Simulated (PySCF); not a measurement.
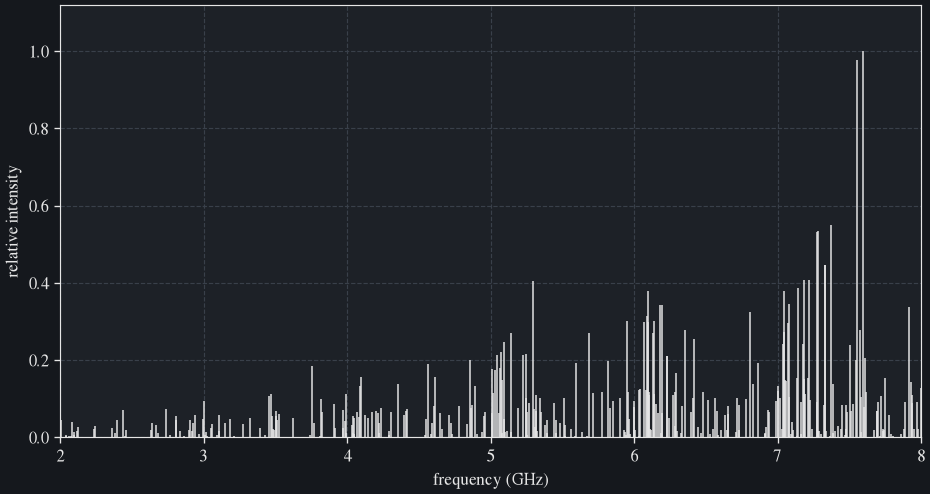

Simulated rotational absorption lines between 2 and 8 GHz at 10 K: rigid rotor with the equilibrium constants and dipole of one optimised conformer (PBE0-D3(BJ)/def2-SVP, PySCF), commonest isotopes; no centrifugal distortion, hyperfine structure, internal rotation or nuclear-spin weights; lines within 1 MHz of each other are summed.

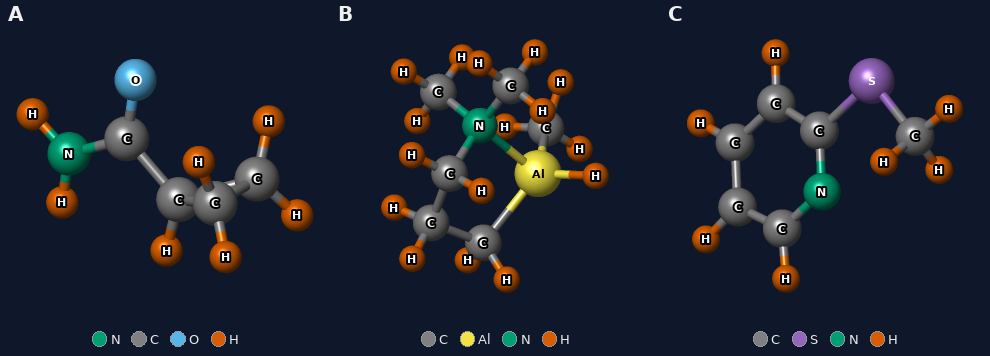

Which molecule gives this spectrum? Choose among the lettered structures.

Answer. Structure B, C₆H₁₆AlN, SMILES [CH3][Al@@H-]1[CH2]CC[N+]1(C)C, singlet. Rotational constants A, B, C = 1.849, 1.643, 1.168 GHz, |μa|, |μb|, |μc| = 3.60, 1.71, 1.66 D.

Caveats: coarse grid, loose stop and no frequency check, small forces are noise and the end may be a saddle.
